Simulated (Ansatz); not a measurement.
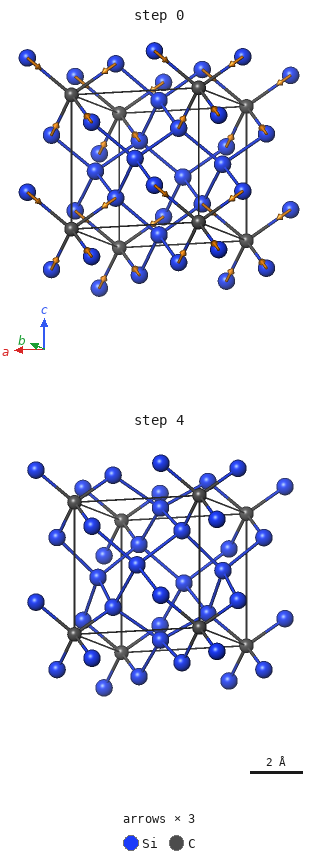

The structure of crystalline Si₇C (a generated structure, set up in P-43m) (coarse preliminary run) before (top) and after (bottom) a relaxation, at one scale. The orange arrows give the displacements (the part carried along by the change of the cell is left out), magnified 3 times.

Style: ball-and-stick. Shown: the cell of the calculation, from a free direction.

All numbers below come from DFT PBEsol, scalar-relativistic, plane waves, PAW in Ansatz 0.2.0.

The input:
```yaml
crystal:
  lattice:
    - [5.2509224875, 0.0, 0.0]
    - [0.0, 5.2509224875, 0.0]
    - [0.0, 0.0, 5.2509224875]
  atoms:
    - { symbol: Si, position: [0.25261521, 0.25261521, 0.25261521] }
    - { symbol: Si, position: [0.0, 0.5, 0.5] }
    - { symbol: Si, position: [0.5, 0.5, 0.0] }
    - { symbol: Si, position: [0.5, 0.0, 0.5] }
    - { symbol: Si, position: [0.74738479, 0.25261521, 0.74738479] }
    - { symbol: Si, position: [0.74738479, 0.74738479, 0.25261521] }
    - { symbol: Si, position: [0.25261521, 0.74738479, 0.74738479] }
    - { symbol: C, position: [0.0, 0.0, 0.0] }
basis:
  ecutwfc: 420
kpoints:
  mp_grid: { grid: [4, 4, 4] }
hamiltonian:
  xc: pbesol
scf:
  occupations: { method: gaussian, width: 0.1 }
output:
  forces: true
  stress: true
  eigenvalues: true
relax:
  adjacent_minimum: "off"
  f_tol: 0.05
  max_steps: 80
  cell: { stress_tol: 0.5 }
```

Command:
```bash
ansatz run input.yaml --threads 4 --pin off --max-ram 12288MiB --backend cpu --events-out ev --progress --plain --runs-dir out
```

### What changed between the two?

The energy falls by 240 meV per atom in 3 accepted moves (4 points after the start). Largest force component: 1.9 eV/Å at the start, 0.029 eV/Å at the end. Pressure: 0.37 GPa at the start and −0.09 GPa at the end. The SCF was repeated once at an unchanged geometry on a basis and grid sized afresh for the cell, which shifted the energy by 0.3 meV per atom at most. The largest moves relative to the cell, 0.25 Å, are those of Si1, Si5, Si6 and Si7. Si1 goes along [−1 −1 −1]. C stays in place. Cell: a = b = c 5.251 → 5.162 Å (−1.7 %). Volume −5.0 %. Near-neighbour distances that change, for instance: Si1–C8 2.298 → 2.004 Å, Si1–Si2 2.266 → 2.322 Å. Among the angles between lasting bonds that change: Si1–Si3–Si6 108.3° → 120.2°, Si2–Si1–Si3 110.0° → 103.6°, Si2–Si1–C8 108.9° → 114.9°. The space group stays P-43m (No. 215).
